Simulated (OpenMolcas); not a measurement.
# Cu³⁺ among point charges: CASSCF levels and susceptibility

Aim: the splitting of the states of Cu³⁺ in the field of 6 point charges, its lowest levels with spin-orbit coupling and its magnetic susceptibility.

Method: state-averaged CASSCF, spin-orbit coupling by RASSI with atomic mean-field integrals. Code: OpenMolcas 26.06.

1 further run of the same task is left out (set aside as unsound or not needed).

## 1. The atom as given

```
Species                           : Cu³⁺ (copper, Z = 29, 26 electrons)
Basis                             : ANO-RCC-VTZP [6s5p3d2f1g], 59 functions
Scalar Hamiltonian                : DKH2, point nucleus
Inactive shells                   : 1s 2s 2p 3s 3p
Active space                      : 8 electrons in 5 orbitals (3d)
Some configurations of this space : 3d8
Orbitals                          : optimised for each spin and parity, averaged over all roots
```

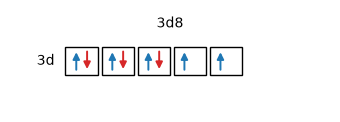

Outer shells as boxes.

The ion sits among 6 point charges of -2.2 e arranged as a trigonal prism (D3h), 1.8 Å from the ion, with a polar angle of 50.1° against the regular 49.1°.

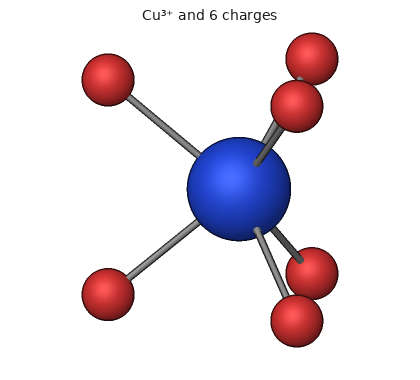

The ion and the point charges (red).

The work runs as a chain of OpenMolcas steps in one folder; each step below is one input file. Labels, J, g values, rates, χT and fits are worked out afterwards by a script from the matrices that RASSI stores.

## 2. Basis and integrals

Contents of a.inp:

```
&GATEWAY
Coord
1

Cu 0.0 0.0 0.0
Basis=ANO-RCC-VTZP
Group=NoSym
NoMove
AngMom=0.0 0.0 0.0
AMFI
XField
6 Angstrom 0
1.380534 0.000000 1.155043 -2.200000
-0.690267 1.195578 1.155043 -2.200000
-0.690267 -1.195578 1.155043 -2.200000
1.380534 0.000000 -1.155043 -2.200000
-0.690267 1.195578 -1.155043 -2.200000
-0.690267 -1.195578 -1.155043 -2.200000
&SEWARD
```

## 3. Reference wave functions, triplets, 10 roots

Contents of a.inp:

```
&RASSCF
FileOrb=start.orb
Symmetry=1
Spin=3
nActEl=8 0 0
Inactive=9
Ras2=5
CIRoot=10 10 1
SDav=10
CIMx=300
Iter=120 100
PrWF=0.3
OrbListing=Nothing
MaxOrb=0
>>> COPY $Project.JobIph JOB001
```

start.orb holds the contracted functions of the basis, ordered by shell, or the orbitals of the step before.

## 4. CASSCF: singlets, 15 roots

Contents of a.inp:

```
&RASSCF
FileOrb=start.orb
Symmetry=1
Spin=1
nActEl=8 0 0
Inactive=9
Ras2=5
CIRoot=15 15 1
SDav=15
CIMx=300
Iter=120 100
PrWF=0.3
OrbListing=Nothing
MaxOrb=0
>>> COPY $Project.JobIph JOB002
```

## 5. State interaction with spin-orbit coupling

Contents of a.inp:

```
&RASSI
NrOfJobIphs=2 10 15
1 2 3 4 5 6 7 8 9 10
1 2 3 4 5 6 7 8 9 10 11 12 13 14 15
IphNames
JOB001
JOB002
EJob
SpinOrbit
DIPRint=1.0
SOCoupling=1000.0
Subsets=2
Property=9
'ANGMOM' 1 'ANGMOM' 2 'ANGMOM' 3 'MLTPL  1' 1 'MLTPL  1' 2 'MLTPL  1' 3
'AMFI' 1 'AMFI' 2 'AMFI' 3
SOProperty=3
'ANGMOM' 1 'ANGMOM' 2 'ANGMOM' 3
```

Before running it: what results should come out? Wanted: spin-free ground state; first state of the same spin within the active space; lowest level; next level.

**Answer**, as computed:

```
                                            quantity                            value
                                              method                           CASSCF
                              spin-free ground state  3A2, 1-fold in its orbital part
first state of the same spin within the active space                 3A1 at 1360 cm⁻¹
                                        lowest level                        1-fold A1
                                          next level                       247.5 cm⁻¹
                                         χT at 300 K                   2.48 cm³ K/mol
                           effective moment at 300 K                          4.46 μB
```

**Reading.** The spin-free ground state (3A2) comes to 99 % from free-ion F terms and keeps the highest spin of the shell. χT at 300 K is 2.48, against 1.00 cm³ K/mol for the spin alone, so orbital moment adds to it. The field of point charges can differ much from that of real complexes. Point charges carry no covalency, so the field is a model and not that of real ligands.
